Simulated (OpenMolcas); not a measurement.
## SiH2O2F: single-point calculation (part 1 of 2)

- system: SiH2O2F, multiplicity 4, SMILES [O][SiH](O)F
- method: MC-PDFT (ftLSDA)/cc-pVDZ-DK, DKH2 (OpenMolcas 26.06)

The geometry is that of the parent species in another charge or spin state. The geometry comes from this level: GFN2-xTB.

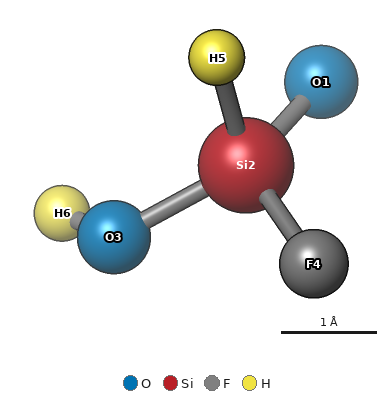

Fig. 1: The input geometry (ball-and-stick view, seen at a tilt; atoms are numbered from 1 in the order of the input).

The input:
```
* FH2O2Si MC-PDFT

&GATEWAY
  Coord
  6
  angstrom
  O       -0.840130      -1.514030       0.083380
  Si      -0.029050      -0.223850       0.286470
  O       -0.150730       1.119560      -0.600070
  F        0.274180       0.372100       1.736190
  H        1.303250      -0.865730      -0.044120
  H       -0.557520       1.111950      -1.461850
  Basis=cc-pVDZ-DK
  Group=NoSym

&SEWARD
  Relativistic=R02E00
  GridInput
  Grid=UltraFine
  End of Grid

&RASSCF
  FileOrb=$CurrDir/step2.RasOrb
  Spin=4
  Nactel=9 0 0
  Inactive=16
  Ras2=8
  OrbListing=NoCore
  OrbAppear=Compact

&MCPDFT
  KSDFT=FT:LSDA
```

Command:
```bash
export MOLCAS_MEM=1860
pymolcas step12.input > step12.log
```

What the program printed:
```
--- Start Module: gateway ---

                                              &GATEWAY

                       available to each process: 1.9 GB of memory, 1 thread

++    Symmetry information:
      ---------------------

                    Character Table for C1

                             E
                    a        1  x, y, xy, Rz, z, xz, Ry, yz, Rx, I
--

++    Basis set information:
      ----------------------

      Basis set label: O.CC-PVDZ-DK.........

      Electronic valence basis set:
      ------------------
      Associated Effective Charge   8.000000 au
      Associated Actual Charge      8.000000 au
      Nuclear Model: Point charge

      Shell  nPrim  nBasis  Cartesian Spherical Contaminant
         s       9       3        X
         p       4       2        X
         d       1       1                 X

      Basis set label: SI.CC-PVDZ-DK.........

      Electronic valence basis set:
      ------------------
      Associated Effective Charge  14.000000 au
      Associated Actual Charge     14.000000 au
      Nuclear Model: Point charge

      Shell  nPrim  nBasis  Cartesian Spherical Contaminant
         s      12       4        X
         p       8       3        X
         d       1       1                 X

      Basis set label: O.CC-PVDZ-DK.........

      Electronic valence basis set:
      ------------------
      Associated Effective Charge   8.000000 au
      Associated Actual Charge      8.000000 au
      Nuclear Model: Point charge

      Shell  nPrim  nBasis  Cartesian Spherical Contaminant
         s       9       3        X
         p       4       2        X
         d       1       1                 X

      Basis set label: F.CC-PVDZ-DK.........

      Electronic valence basis set:
      ------------------
      Associated Effective Charge   9.000000 au
      Associated Actual Charge      9.000000 au
      Nuclear Model: Point charge

      Shell  nPrim  nBasis  Cartesian Spherical Contaminant
         s       9       3        X
         p       4       2        X
         d       1       1                 X

      Basis set label: H.CC-PVDZ-DK.........

      Electronic valence basis set:
      ------------------
      Associated Effective Charge   1.000000 au
      Associated Actual Charge      1.000000 au
      Nuclear Model: Point charge

      Shell  nPrim  nBasis  Cartesian Spherical Contaminant
         s       4       2        X
         p       1       1        X
--

++    Molecular structure info:
      -------------------------

                    ************************************************
                    **** Cartesian Coordinates / bohr, angstrom ****
                    ************************************************

     Center  Label                x              y              z                     x              y              z
        1      O1              -1.587616      -2.861102       0.157565             -0.840130      -1.514030       0.083380
        2      SI2             -0.054897      -0.423015       0.541350             -0.029050      -0.223850       0.286470
        3      O3              -0.284838       2.115662      -1.133968             -0.150730       1.119560      -0.600070
        4      F4               0.518125       0.703167       3.280924              0.274180       0.372100       1.736190
        5      H5               2.462786      -1.635993      -0.083375              1.303250      -0.865730      -0.044120
        6      H6              -1.053560       2.101281      -2.762496             -0.557520       1.111950      -1.461850

                    ***************************************
                    *    InterNuclear Distances / bohr    *
                    ***************************************

               1 O1            2 SI2           3 O3            4 F4            5 H5            6 H6
    1 O1       0.000000
    2 SI2      2.905303        0.000000
    3 O3       5.304099        3.050319        0.000000
    4 F4       5.185897        3.016936        4.704377        0.000000
    5 H5       4.238478        2.863620        4.767399        4.535623        0.000000
    6 H6       5.782493        4.276073        1.800901        6.399050        5.788747        0.000000

                    *******************************************
                    *    InterNuclear Distances / angstrom    *
                    *******************************************

               1 O1            2 SI2           3 O3            4 F4            5 H5            6 H6
    1 O1       0.000000
    2 SI2      1.537420        0.000000
    3 O3       2.806808        1.614159        0.000000
    4 F4       2.744258        1.596494        2.489449        0.000000
    5 H5       2.242906        1.515362        2.522799        2.400148        0.000000
    6 H6       3.059963        2.262800        0.952996        3.386231        3.063273        0.000000

                    **************************************
                    *    Valence Bond Angles / degree    *
                    **************************************
                          Atom centers                 Phi
                      1 O1       2 SI2      5 H5        94.56
--

            Nuclear Potential Energy            179.40443048 au

--- Stop Module: gateway /rc=_RC_ALL_IS_WELL_ ---

--- Start Module: seward ---

                                              &SEWARD

                       available to each process: 1.9 GB of memory, 1 thread

               SEWARD will generate:
                  Multipole Moment integrals up to order  2
                  Kinetic Energy integrals
                  Nuclear Attraction integrals (point charge)
                  One-Electron Hamiltonian integrals
                  Velocity integrals
                  Relativistic Douglas-Kroll-Hess integrals:
                    - Parametrization         : EXP
                    - DKH order of Hamiltonian: 2
                    - DKH order of Properties : 0
                         - multipole moment operators
                         - electric potential operators
                         - contact operators
                  Orbital angular momentum around ( -0.2497  -0.1226   0.7285 )
                  Velocity quadrupole around ( -0.2497  -0.1226   0.7285 )
                  Two-Electron Repulsion integrals

                   Integrals are discarded if absolute value <: 1.00E-14
                   Integral cutoff threshold is set to       <: 1.00E-16

            Nuclear Potential Energy            179.40443048 au

      Basis set specifications :
      Symmetry species         a
      Basis functions           70

--- Stop Module: seward /rc=_RC_ALL_IS_WELL_ ---
--- Module seward spent 1 second ---

--- Start Module: rasscf ---

                                              &RASSCF

                       available to each process: 1.9 GB of memory, 1 thread

      Header of the ONEINT file:
      --------------------------

      OrdInt status: non-squared

      Cartesian coordinates in angstrom:
      -----------------------------------------------------
      No.  Label        X            Y            Z
      -----------------------------------------------------
       1   O1        -0.84013000  -1.51403000   0.08338000
       2   SI2       -0.02905000  -0.22385000   0.28647000
       3   O3        -0.15073000   1.11956000  -0.60007000
       4   F4         0.27418000   0.37210000   1.73619000
       5   H5         1.30325000  -0.86573000  -0.04412000
       6   H6        -0.55752000   1.11195000  -1.46185000
      -----------------------------------------------------
      Nuclear repulsion energy =  179.40443048

++    Wave function specifications:
      -----------------------------

      Number of closed shell electrons          32
      Number of electrons in active shells       9
      Max number of holes in RAS1 space          0
      Max nr of electrons in RAS3 space          0
      Number of inactive orbitals               16
      Number of active orbitals                  8
      Number of secondary orbitals              46
      Spin quantum number                      1.5
      State symmetry                             1
--

++    Orbital specifications:
      -----------------------

      Symmetry species                           1
                                                 a
      Frozen orbitals                            0
      Inactive orbitals                         16
      Active orbitals                            8
      RAS1 orbitals                              0
      RAS2 orbitals                              8
      RAS3 orbitals                              0
      Secondary orbitals                        46
      Deleted orbitals                           0
      Number of basis functions                 70
--

++    CI expansion specifications:
      ----------------------------

      Number of CSFs                          1344
      Number of determinants                  1568
      Number of root(s) required                 1
      Root chosen for geometry opt.              1
      CI root used                               1

      highest root included in the CI            1
      max. size of the explicit Hamiltonian    200
--

++    Optimization specifications:
      ----------------------------

      RASSCF algorithm: Conventional
      Maximum number of macro iterations       200
      Maximum number of SX iterations          100
      Threshold for RASSCF energy            1.000E-08
      Threshold for max MO rotation          1.000E-01
      Threshold for max BLB element          1.000E-04
      Level shift parameter                  5.000E-01
      Make Quasi-Newton update
--

      The MO-coefficients are taken from the file:
      step2.RasOrb
      Title: RASSCF average (pseudo-natural) orbitals

      Total molecular charge    0.00

      ************************************************************************************************************************
      *                                            Wave function control section                                             *
      ************************************************************************************************************************

                                         RASSCF iterations: Energy and convergence statistics
                                         ----------------------------------------------------

          iter iter root      energy       change     param      element    value   shift minimum  type update hh:mm:ss
 Nr of preliminary CI iterations:   4
        1   1  101    1  -539.39561773    0.00E+00  -2.01E-01*  24  36 1 -1.99E-01*  1.02   0.00    SX    NO    0:00:00
        2   6  101    1  -539.65014222   -2.55E-01* -1.39E-01*  24  36 1 -1.17E-01*  0.58   0.00    SX    NO    0:00:00
        3   4  101    1  -539.76909668   -1.19E-01* -4.72E-02   24  26 1  2.84E-02*  0.40   0.00    SX    NO    0:00:00
        4   4   21    1  -539.79067013   -2.16E-02*  3.76E-02   24  26 1  1.73E-02*  0.37   0.00    SX    NO    0:00:00
        5   4   27    1  -539.79893160   -8.26E-03* -8.64E-02   24  26 1  1.29E-02*  0.35   2.45    QN   YES    0:00:00
        6   5   28    1  -539.80960666   -1.07E-02*  9.18E-02   24  26 1  7.49E-03*  0.33   1.85    QN   YES    0:00:00
        7   4   29    1  -539.81608547   -6.48E-03*  1.16E-01*  20  32 1  7.32E-03*  0.33   1.98    QN   YES    0:00:00
        8   5   28    1  -539.82169212   -5.61E-03*  1.28E-01*  15  24 1  7.07E-03*  0.32   1.90    QN   YES    0:00:00
        9   5   33    1  -539.82637912   -4.69E-03* -1.25E-01*  23  36 1 -1.01E-02*  0.32   1.84    QN   YES    0:00:00
       10   4   29    1  -539.83001617   -3.64E-03* -9.72E-02   23  36 1 -1.07E-02*  0.32   1.76    QN   YES    0:00:00
       11   4   30    1  -539.83255730   -2.54E-03* -6.32E-02   23  36 1 -7.09E-03*  0.32   1.85    QN   YES    0:00:00
       12   4   28    1  -539.83413603   -1.58E-03* -3.59E-02   20  26 1 -3.96E-03*  0.32   1.67    LS   YES    0:00:00
       13   4   28    1  -539.83446151   -3.25E-04* -1.28E-02   20  26 1 -3.59E-03*  0.32   1.25    QN   YES    0:00:00
       14   5   28    1  -539.83488671   -4.25E-04*  1.99E-02   15  24 1 -2.10E-03*  0.32   2.00    QN   YES    0:00:00
       15   5   25    1  -539.83524262   -3.56E-04* -7.78E-03   15  37 1  9.57E-04*  0.32   1.29    QN   YES    0:00:00
       16   4   24    1  -539.83531950   -7.69E-05* -8.79E-03   23  32 1 -8.65E-04*  0.32   1.65    QN   YES    0:00:00
       17   5   24    1  -539.83537372   -5.42E-05*  5.75E-03   20  26 1  8.24E-04*  0.32   1.37    QN   YES    0:00:00
       18   5   22    1  -539.83540292   -2.92E-05*  7.82E-03   23  31 1 -6.76E-04*  0.32   1.80    QN   YES    0:00:00
       19   5   21    1  -539.83542871   -2.58E-05*  8.20E-03   21  26 1 -5.11E-04*  0.33   1.58    QN   YES    0:00:00
       20   5   22    1  -539.83544729   -1.86E-05*  1.09E-02   20  35 1  3.68E-04*  0.33   1.95    QN   YES    0:00:00
       21   6   21    1  -539.83546642   -1.91E-05*  1.12E-02   23  31 1  4.44E-04*  0.33   1.81    QN   YES    0:00:00
       22   6   20    1  -539.83548293   -1.65E-05*  1.26E-02   23  31 1  6.20E-04*  0.33   1.97    QN   YES    0:00:00
       23   6   21    1  -539.83549947   -1.65E-05* -1.29E-02   23  31 1  6.08E-04*  0.33   1.93    QN   YES    0:00:00
       24   6   21    1  -539.83551486   -1.54E-05* -1.09E-02   23  31 1  4.29E-04*  0.33   1.83    QN   YES    0:00:00
       25   6   20    1  -539.83552681   -1.19E-05*  6.55E-03   20  35 1 -2.45E-04*  0.33   1.68    QN   YES    0:00:00
       26   5   19    1  -539.83553385   -7.04E-06*  3.02E-03   14  27 1  1.77E-04*  0.33   1.54    QN   YES    0:00:00
       27   5   18    1  -539.83553717   -3.33E-06*  1.84E-03   21  26 1 -1.21E-04*  0.33   1.48    QN   YES    0:00:00
       28   5   17    1  -539.83553878   -1.61E-06* -1.35E-03   16  25 1 -1.16E-04*  0.33   1.52    QN   YES    0:00:00
       29   5   16    1  -539.83553959   -8.04E-07*  7.87E-04   11  31 1 -6.34E-05   0.33   1.51    QN   YES    0:00:00
       30   4   16    1  -539.83553992   -3.37E-07*  3.22E-04   14  27 1 -4.33E-05   0.33   1.50    QN   YES    0:00:00
       31   4   16    1  -539.83554006   -1.39E-07*  2.72E-04   23  39 1 -3.17E-05   0.33   1.57    QN   YES    0:00:00
       32   3   13    1  -539.83554014   -7.96E-08* -3.43E-04   23  35 1 -2.93E-05   0.33   1.71    QN   YES    0:00:00
       33   3   14    1  -539.83554021   -6.50E-08*  4.72E-04   23  35 1 -2.82E-05   0.33   1.89    QN   YES    0:00:00
       34   4   14    1  -539.83554027   -6.68E-08*  6.09E-04   13  27 1 -2.35E-05   0.33   1.91    QN   YES    0:00:00
       35   4   14    1  -539.83554034   -7.05E-08* -6.25E-04   16  35 1  2.33E-05   0.33   1.86    QN   YES    0:00:00
       36   4   14    1  -539.83554041   -6.75E-08* -5.12E-04   16  25 1 -2.95E-05   0.33   1.78    QN   YES    0:00:00
       37   4   14    1  -539.83554046   -5.36E-08* -3.89E-04   23  30 1  2.19E-05   0.33   1.72    QN   YES    0:00:00
       38   4   13    1  -539.83554050   -3.57E-08* -2.45E-04   23  30 1  1.38E-05   0.33   1.65    QN   YES    0:00:00
       39   3   12    1  -539.83554052   -2.09E-08* -1.35E-04   12  32 1 -1.23E-05   0.33   1.56    QN   YES    0:00:00
       40   3   12    1  -539.83554053   -1.05E-08* -7.95E-05   16  25 1  9.90E-06   0.33   1.49    QN   YES    0:00:00
       41   2   11    1  -539.83554054   -4.18E-09  -5.29E-05   16  25 1  5.44E-06   0.33   1.45    QN   YES    0:00:00
      Convergence after 41 iterations
       42   1   11    1  -539.83554054   -1.32E-09  -5.29E-05   16  31 1 -3.62E-06   0.33   1.45    QN   YES    0:00:00

      ************************************************************************************************************************
                                                      Wave function printout:
                       occupation of active orbitals, and spin coupling of open shells (u,d: Spin up or down)
      ************************************************************************************************************************

      Note: transformation to natural orbitals
      has been made, which may change the order of the CSFs.

      printout of CI-coefficients larger than  0.05 for root  1
      energy=    -539.835541
      conf/sym  11111111     Coeff  Weight
            14  2u22u0u0   0.98183 0.96400
            89  2u2u2u00   0.05332 0.00284
            92  2u2uduu0  -0.08771 0.00769
            93  2u2uudu0  -0.06035 0.00364
           226  2u20u2u0   0.05019 0.00252
```
